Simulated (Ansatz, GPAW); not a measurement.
# 1T-VSeTe monolayer: simulated STM images, part 2 of 2

What would a tunnelling microscope show on 1T-VSeTe monolayer?

GPAW 26.7.0 and Ansatz 0.2.0; Ansatz plane waves; layer without images along its normal, relaxation of atoms and in-plane cell; PAW set soft_1 (the session's first sound run).

So far. Step 2 (Relaxation): The relaxation lowered the energy of the cell by 0.192 eV.

## 3. Plane waves, PBE

The work function is the vacuum plateau of the electrostatic potential less the Fermi level; a dipole layer lets the two faces have plateaus of their own.

This step: GPAW, PAW setups; slab in vacuum (GPAW 26.7.0).

The cell differs from the one that the last finished run ended in (c 30.964 → 21.290 Å).

Input file run.py:

```python
import json
import numpy as np
from ase import Atoms
from ase.dft.stm import STM
from gpaw import GPAW, PW

slab = Atoms(
    ['Te', 'V', 'Se'],
    positions=[
        [1.74446, 1.00716, 9.00000],
        [0.00000, -0.00000, 10.83332],
        [0.00000, 2.01433, 12.29030]],
    cell=[[3.48892, 0.0, -0.0], [-1.74446, 3.02149, -0.0], [-0.0, -0.0, 21.2903]],
    pbc=[True, True, False],
    magmoms=[0.0, 1.0, 0.0])

slab.calc = GPAW(mode=PW(400), xc='PBE', kpts={'size': (9, 9, 1), 'gamma': True},
                 occupations={'name': 'fermi-dirac', 'width': 0.05}, nbands='160%',
                 convergence={'density': 1e-05}, maxiter=200,
                 poissonsolver={'dipolelayer': 'xy'},
                 symmetry={'tolerance': 1e-3}, txt='slab.txt')
result = {}
energy = slab.get_potential_energy()
fermi = slab.calc.get_fermi_level()
v = slab.calc.get_electrostatic_potential().mean((0, 1)) - fermi
n = slab.calc.get_pseudo_density().mean((0, 1))
L = slab.cell[2, 2]
z = np.arange(len(v)) * L / len(v)
low, high = slab.positions[:, 2].min(), slab.positions[:, 2].max()
below, above = np.interp([low - 6.8, high + 6.8], z, v)
slopes = [np.interp(x, z, np.gradient(v, z)) for x in (low - 6.8, high + 6.8)]
eps = np.array([[slab.calc.get_eigenvalues(k, s) for k in range(len(slab.calc.get_ibz_k_points()))]
                for s in range(slab.calc.get_number_of_spins())]) - fermi
top, bottom = eps[eps < 0].max(), eps[eps > 0].min()
dipole = slab.get_dipole_moment()[2]
print(f'energy {energy:.4f} eV, Fermi level {fermi:.4f} eV, dipole {dipole:.5f} e A')
print(f'potential 6.8 A off the faces, from the Fermi level: lower {below:.4f} eV, upper {above:.4f} eV')
print(f'slope of the potential there: lower {slopes[0]:.5f}, upper {slopes[1]:.5f} eV/A')
print(f'nearest levels on the mesh: {top:.4f} and {bottom:.4f} eV')
print('magnetic moment', round(slab.get_magnetic_moment(), 3))
result.update(energy=energy, fermi=fermi, dipole=dipole, below=below, above=above, slopes=slopes, edges=[top, bottom],
              z=z.tolist(), v=v.tolist(), n=n.tolist(), positions=slab.positions.tolist(),
              forces=slab.get_forces(apply_constraint=False).tolist(), moments=slab.get_magnetic_moments().tolist())

# Images need the states of the whole zone, up to time reversal
slab.calc = slab.calc.fixed_density(symmetry={'point_group': False}, txt='states.txt', nbands='220%',
                                    convergence={'bands': 'CBM+0.8'})
stm = STM(slab)
result['stm'] = []
for bias in [-0.5, 0.5]:
    height = high + 3.0
    current = stm.get_averaged_current(bias, height)
    x, y, h = stm.scan(bias, current)
    i, f = divmod(height / L * stm.ldos.shape[2], 1)
    I = abs((1 - f) * stm.ldos[:, :, int(i)] + f * stm.ldos[:, :, int(i) + 1])
    print(f'bias {bias} V: mean current at 3.0 A {current:.4e}, corrugation {np.ptp(h):.4f} A')
    result['stm'].append(dict(bias=bias, current=current, h=(h - high).tolist(), I=I.tolist()))
json.dump(result, open('result.json', 'w'))
```

Launch:

```sh
OMP_NUM_THREADS=1 OPENBLAS_NUM_THREADS=1 python run.py
```

Numbers of over 12 decimals in the logs are rounded to 6 here.

What it wrote:

```text
energy -16.6861 eV, Fermi level -1.1692 eV, dipole -0.03085 e A
potential 6.8 A off the faces, from the Fermi level: lower 4.4990 eV, upper 5.0254 eV
slope of the potential there: lower 0.00006, upper -0.00003 eV/A
nearest levels on the mesh: -0.0307 and 0.0392 eV
magnetic moment 0.912
bias -0.5 V: mean current at 3.0 A 4.6026e-05, corrugation 0.5274 A
bias 0.5 V: mean current at 3.0 A 5.6527e-05, corrugation 0.4811 A
```

Elapsed: 4.2 min, on 1 thread of AMD EPYC 7R43, shared host; peak memory 0.47 GiB.

This step gave:

- dipole along the normal: -0.03085 e·Å
- levels nearest the Fermi level on the mesh: -0.03074, 0.03920 eV from the Fermi level
- upper work function: 5.025 eV
- lower work function: 4.499 eV
- site moments: -0.06584, 0.9172, -0.02991 μB
- corrugation -0.5: 0.5274 Å
- corrugation 0.5: 0.4811 Å
- sum of the site moments: 0.8214 μB

The electrostatic potential energy of an electron (without an applied field's), less the Fermi level, planar mean by z:

```
z (Å)  electrostatic potential energy of an electron (without an applied field's), less the Fermi level, planar mean (eV)
    0                                                                                                                4.76
    2                                                                                                                4.50
    4                                                                                                                4.50
    6                                                                                                                4.48
    8                                                                                                               0.403
   10                                                                                                               -3.32
   12                                                                                                               -12.9
   14                                                                                                                4.74
   16                                                                                                                5.02
   18                                                                                                                5.03
   20                                                                                                                5.03
```

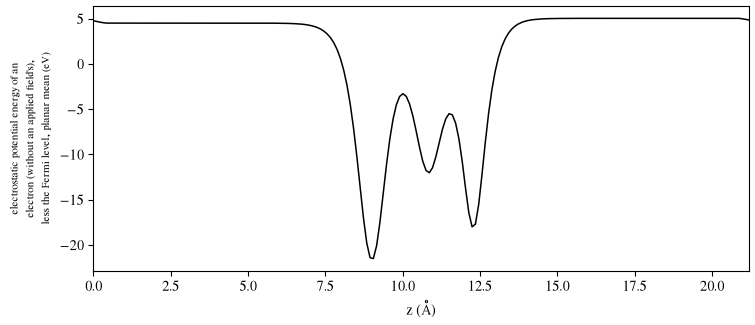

Electrostatic potential energy of an electron (without an applied field's), less the Fermi level, planar mean against z.

The pseudo valence density, planar mean oscillates, so the rows of the table below give means over windows of 2 Å about each position, cut where the curve ends. Its maxima inside the range that stand out by 2 % of the span (Å: e/Å³): 8.5: 0.305, 9.6: 0.359, 10.9: 1.44, 12.8: 0.335. Its minima: 8.9: 0.109, 10.0: 0.302, 12.3: 0.207.

Table of pseudo valence density, planar mean by z; means over each step:

```
z (Å)  pseudo valence density, planar mean (e/Å³)
    4                                      7.7e-6
    6                                     0.00203
    8                                       0.142
   10                                       0.557
   12                                       0.439
   14                                      0.0459
   16                                      1.3e-4
```

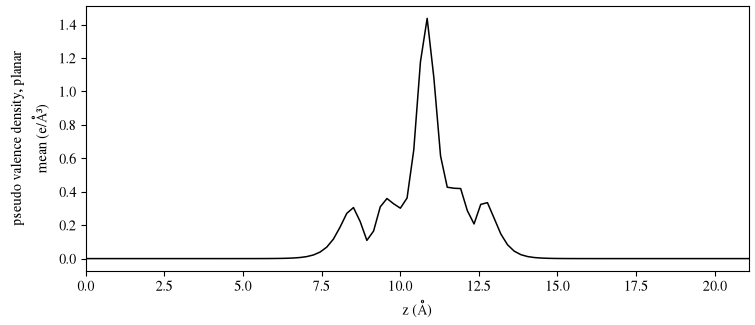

Pseudo valence density, planar mean against z.

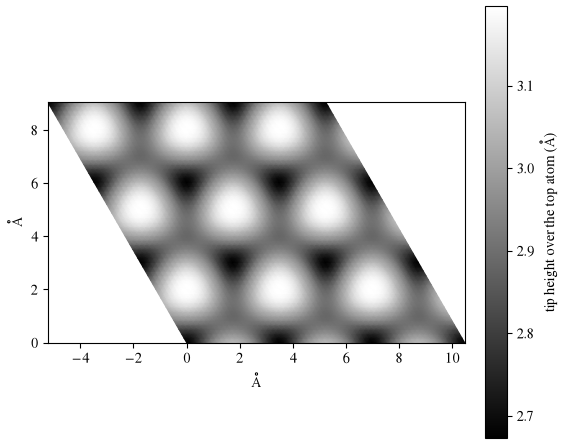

Tip height over the top atom over a1 and a2. Sample bias -0.5 V, constant current at the mean current 3.0 Å over the top atom. The cell is repeated, with its origin at the lower left corner.

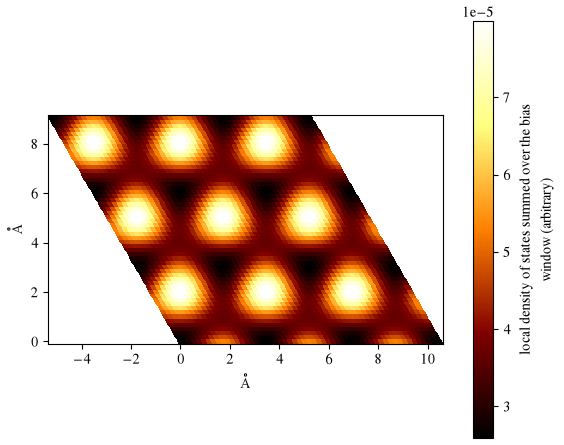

Local density of states summed over the bias window over a1 and a2. Sample bias -0.5 V, constant height 3.0 Å over the top atom. The cell is repeated, with its origin at the lower left corner.

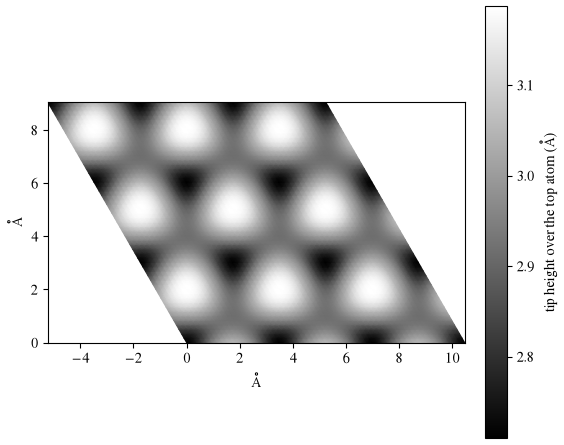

Tip height over the top atom over a1 and a2. Sample bias 0.5 V, constant current at the mean current 3.0 Å over the top atom. The cell is repeated, with its origin at the lower left corner.

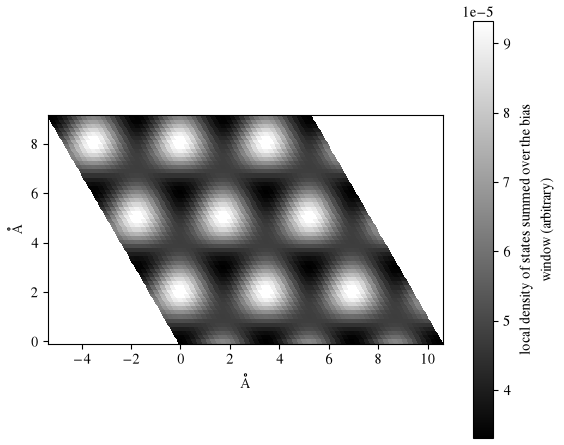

Local density of states summed over the bias window over a1 and a2. Sample bias 0.5 V, constant height 3.0 Å over the top atom. The cell is repeated, with its origin at the lower left corner.

The potential is flat to 6.5e-5 eV/Å where it is read, so the vacuum is wide enough. The geometry is the other program's minimum; here the largest force on a free atom is 0.049 eV/Å.

## 4. A second plane-wave code

A second program with its own datasets checks the number independently.

This step: Ansatz plane waves; slab in vacuum with a dipole correction; PAW set soft_1 (Ansatz 0.2.0).

Input file input.yaml:

```yaml
crystal:
  lattice:
    - [3.4889150987, 0.0, 0.0]
    - [-1.7444575494, 3.0214891071, 0.0]
    - [0.0, 0.0, 30.964091209]
  atoms:
    - { symbol: Te, position: [0.6666666667, 0.3333333333, 0.2947981576] }
    - { symbol: V, position: [0.0, 0.0, 0.3540059975], spin: 1.0 }
    - { symbol: Se, position: [0.3333333333, 0.6666666667, 0.4010600761] }
magnetization:
  spin_polarized: true
kpoints:
  mp_grid: { grid: [9, 9, 1] }
hamiltonian:
  xc: pbe
  pseudopotentials: { kind: paw, azcp: { folder: soft_1 } }
scf:
  occupations: { method: fermi_dirac, width: 0.05 }
efield:
  axis: 3
  dipole_correction: true
  ramp_width: 0.05
output:
  forces: true
  write_potential: true
  write_density: true
  volumetric_format: npy
```

Launch:

```sh
ansatz run input.yaml --threads 4 --pin off --max-ram 8192MiB --backend cpu --events-out ev --progress --plain --runs-dir out
```

What it wrote:

```text
[...]
Crystal: 3 atoms, lattice volume = 326.415 Å³
Basis set: ecut = 420 eV, 6373 PW (Γ), exchange–correlation on 48×48×432 points (8 copies of the dense FFT grid, shifted against one another)
Bands: 28, of which v1, the nominal top of the filled ones, is band 23 counted from 1 (22 counted from 0)
Symmetry: 6 space group operations
k-points: 12 of 81 (time reversal used)
[...]
Starting moments: Σ|m| = 1 μB on 1 of 3 sites
[...]
SCF iter   1: F=—  HF=-15363.444635 eV  |F-HF|=—  |Δ(HF+E_count)|=         —  Δρ=1.12e-2 (↑1.12e-2 ↓7.23e-3)  dr2=1.98e0  dr2_m=6.96e-2  M=0.649 μB ∫|m|=0.785 μB  β_m=0.85  ethr=3.10e-3  p=0.000 e·Å  D=2.46e-6 V/Å  ΔV_dip=-0.00 eV  dr2_dipole=1.24e-1  V_vac-E_F(+/−)=5.82/5.82 eV  ⟨swp⟩=11.3  Hψ=3798  notcnv=0
[...]
efield: sawtooth ramp at fractional position 0.8229 (placed from the atoms, in the widest stretch of the axis that holds none; the zero of the levels goes with the place), width 0.0500; the density the first Hamiltonian is built on has a dipole p = 0.000 e·Å; the dipole correction subtracts the counter field D = 2.46e-6 V/Å, which shifts the + side's vacuum level by -0.00 eV against the − side's; the planar-averaged density in the ramp window peaks in size at 9.5e-6 e/Å³
[...]
SCF iter   2: F=—  HF=-15363.048224 eV  |F-HF|=—  |Δ(HF+E_count)|=   3.96e-1  Δρ=4.95e-3 (↑4.69e-3 ↓4.95e-3)  dr2=3.80e-1  dr2_m=1.31e-3  M=0.701 μB ∫|m|=0.850 μB  β_m=0.89  ethr=3.10e-3  p=-0.028 e·Å  D=-1.56e-2 V/Å  ΔV_dip=0.48 eV  dr2_dipole=1.37e-2  V_vac-E_F(+/−)=5.45/4.97 eV  ⟨swp⟩=2.9  Hψ=1108  notcnv=0  κ⁻¹=1.0e0(r=1)
[...]
density mixer auto → broyden: gapped, with many states about μ (density of states about μ 1.20 of a free-electron gas's, 18 screened modes)
SCF iter   3: F=—  HF=-15362.945079 eV  |F-HF|=—  |Δ(HF+E_count)|=   1.03e-1  Δρ=4.18e-3 (↑4.18e-3 ↓2.66e-3)  dr2=7.60e-2  dr2_m=1.50e-2  M=0.812 μB ∫|m|=1.029 μB  β_m=1.00  ethr=8.45e-4  p=-0.041 e·Å  D=-2.28e-2 V/Å  ΔV_dip=0.71 eV  dr2_dipole=7.35e-5  V_vac-E_F(+/−)=5.33/4.63 eV  ⟨swp⟩=3.0  Hψ=995  notcnv=0  κ⁻¹=1.0e-1(r=2)
[...]
SCF iter  17: F=-15363.062872 eV  HF=-15363.062872 eV  |F-HF|=4.57e-9  |Δ(HF+E_count)|=   5.08e-8  Δρ=5.81e-7 (↑3.87e-7 ↓5.81e-7)  dr2=1.83e-9  dr2_m=3.30e-10  M=0.902 μB ∫|m|=1.218 μB  ethr=3.41e-11  p=-0.031 e·Å  D=-1.73e-2 V/Å  ΔV_dip=0.54 eV  dr2_dipole=6.46e-11  V_vac-E_F(+/−)=5.02/4.48 eV  ⟨swp⟩=9.7  Hψ=3971  notcnv=0
SCF 1 converged in 17 iterations: F = -15363.062872 eV  dr2 = 1.83e-9
[...]
WARN: The output density's exchange-correlation potential varies sharply where the density is thin. Do not read a vacuum level from v_tot or v_xc, or from such a field of the output density. On a cell that repeats whose density bears no net charge and no dipole along the vacuum's axis use v_es (v_loc + v_h of the components); under efield.dipole_correction with no amplitude use v_es + v_field, which holds any externa [...]
this state was not tested for a lower state beside it, because the mixer in use, unlike msr1, does not test its closes by its own steps (another_mixer; see scf.mixing.algorithm and scf.lower_state_search)
SCF converged after 17 iterations
Magnetization: 0.9017 μB (22.9509 up, 22.0491 down)
Absolute magnetization: 1.2192 μB (∫|ρ↑−ρ↓|, with the PAW one-centre terms)
[...]
Per-site moments (μB) at R_I (Å): [(-0.066739, 1.123528), (0.874084, 1.025485), (-0.029884, 1.025485)]
Free energy (F): -15363.062872 eV
[...]
Internal energy: -15363.052254 eV  (E = F + TS)
E sigma→0 (E₀):  -15363.057563 eV
Entropy (-TS):   -0.010619 eV (-3.540 meV/atom)
Fermi energy:    -1.504260 eV
Dipole field:    D = -0.017312 V/Å  (p = -0.031229 e·Å, saw-weighted, corrected)
Work function:   Φ+ = 5.0169 eV   Φ− = 4.4808 eV
Levels:          The Fermi level and band energies are counted from a zero that moves with the ramp; work functions are not
[...]
--- Forces (eV/Å), atoms counted from 1 ---
  atom   1  Te    -0.00000000     0.00000000    -0.00267361
  atom   2  V     -0.00000000    -0.00000000     0.00074459
  atom   3  Se    -0.00000000    -0.00000000     0.00192227
  max |Σ_I F_I| component: 6.75e-6 eV/Å
--- Band table (eV; the first three rows and the last of 24) ---
  k-point 0 ↑: bands = [... 19 lower, -3.6930, -2.0757, -2.0757, -1.6904, -0.2653, -0.2653, 1.7667, 1.7667, ... 1 higher]
  k-point 1 ↑: bands = [... 19 lower, -3.2913, -2.4474, -2.2324, -1.8237, -0.6520, -0.2765, 0.9059, 1.5478, ... 1 higher]
  k-point 2 ↑: bands = [... 19 lower, -3.8063, -3.0847, -2.4618, -2.0508, -0.9979, -0.4991, 0.2524, 1.2652, ... 1 higher]
  k-point 11 ↓: bands = [... 19 lower, -4.7866, -3.9644, -3.8715, -0.4667, -0.3855, -0.3630, 0.6160, 1.1792, ... 1 higher]
```

It took 23 s on 4 threads; peak memory 0.76 GiB.

Numbers from this step:

```yaml
site_moments: -0.06674, 0.8741, -0.02988 μB
upper_work_function: 5.017 eV
lower_work_function: 4.481 eV
dipole_along_the_normal: -0.03123 e·Å
dipole_field: -0.01731 V/Å
vacuum_level_above: 3.513 eV
vacuum_level_below: 2.977 eV
```

Table of electrostatic potential energy of an electron (with the applied field's), less the Fermi level, planar mean by z:

```
z (Å)  electrostatic potential energy of an electron (with the applied field's), less the Fermi level, planar mean (eV)
    0                                                                                                              4.48
    2                                                                                                              4.48
    4                                                                                                              4.48
    6                                                                                                              4.47
    8                                                                                                              1.56
   10                                                                                                             -4.39
   12                                                                                                             -4.45
   14                                                                                                              4.59
   16                                                                                                              5.02
   18                                                                                                              5.02
   20                                                                                                              5.02
   22                                                                                                              5.02
   24                                                                                                              5.02
   26                                                                                                              4.84
   28                                                                                                              4.48
   30                                                                                                              4.48
```

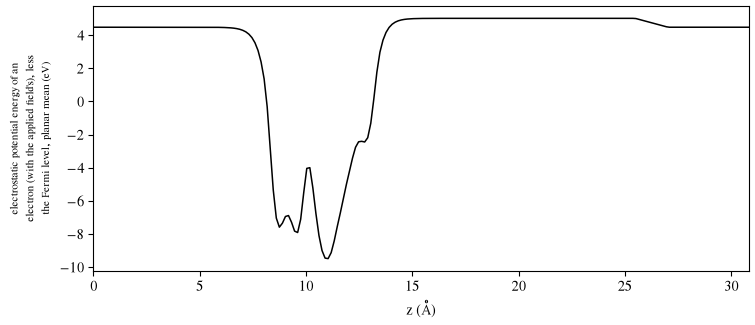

Electrostatic potential energy of an electron (with the applied field's), less the Fermi level, planar mean, plotted against z.

The valence density, planar mean (density) oscillates, so the rows of the table below give means over windows of 2 Å about each position, cut where the curve ends. Its maxima inside the range that stand out by 2 % of the span (Å: e/Å³): 9.2: 1.44, 11.0: 1.26, 12.5: 2.01. Its minima: 10.0: 0.309, 11.8: 0.425.

Valence density, planar mean against z; means over each step:

```
z (Å)  density (e/Å³)  rho spin (e/Å³)
    4          5.2e-6           1.4e-7
    6         0.00138           1.2e-5
    8           0.291         -0.00209
   10           0.800           0.0235
   12           0.978           0.0208
   14          0.0640           5.3e-4
   16          1.8e-4           1.7e-5
   18               0           1.8e-7
```

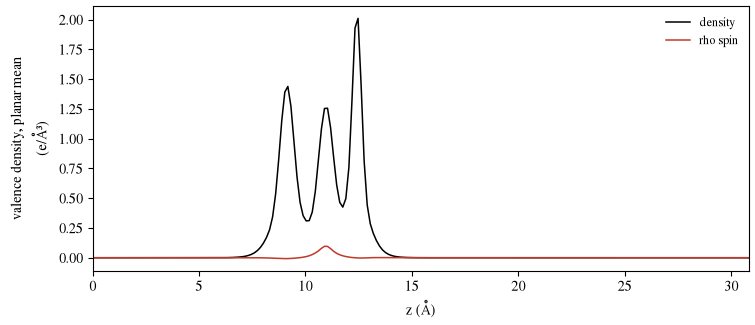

Valence density, planar mean, plotted against z.

The upper face's work function is 5.017 eV, against 5.025 eV in the first plane-wave PBE run at this geometry.

## 5. Side by side

Results and costs are gathered.

This step: comparison of work functions, dipole and cost; PAW set soft_1 (GPAW 26.7.0).

Ladder, by row:

```
  step    code  work function, upper (eV)  work function, lower (eV)  dipole (e Å)  wall time (s)  peak memory (GiB)  threads
    pw    GPAW                      5.025                      4.499      -0.03085          252.8               0.47        1
ansatz  Ansatz                      5.017                      4.481      -0.03123          23.27               0.76        4
```

## 6. Outcome

| Quantity | Value |
| --- | --- |
| work function, upper and lower face | 5.025 and 4.499 eV |
| dipole along the normal | -0.0308 e Å |
| corrugation at -0.5 V | 0.527 Å |
| corrugation at 0.5 V | 0.481 Å |

**Reading.** The tip height varies by 0.48 to 0.53 Å over the cell, much the same at every bias tried. Negative sample bias images filled states, positive bias empty ones. The two faces differ by 0.53 eV, the step that the slab's dipole makes (e p/(ε0 A) gives 0.53 eV), so the dipole layer is needed. The two plane-wave codes differ by 0.0085 eV on the upper face. The images are of Tersoff-Hamann type: an s-wave tip, no tip-sample forces, heights closer than in a microscope. One magnetic start was tried; another order may lie lower. The layer's cell and atoms come from the relaxation; spin-orbit coupling and temperature are left out.

[Logs are printed without paths, hosts, clocks, repeated set-up lines and the standing remarks that a program may print on its own settings, such as how far it seeks lower states.]

[Hosts, paths, dates, database ids (printed as entryN), source tags and the programs' standing remarks are cut or masked in the printed files.]
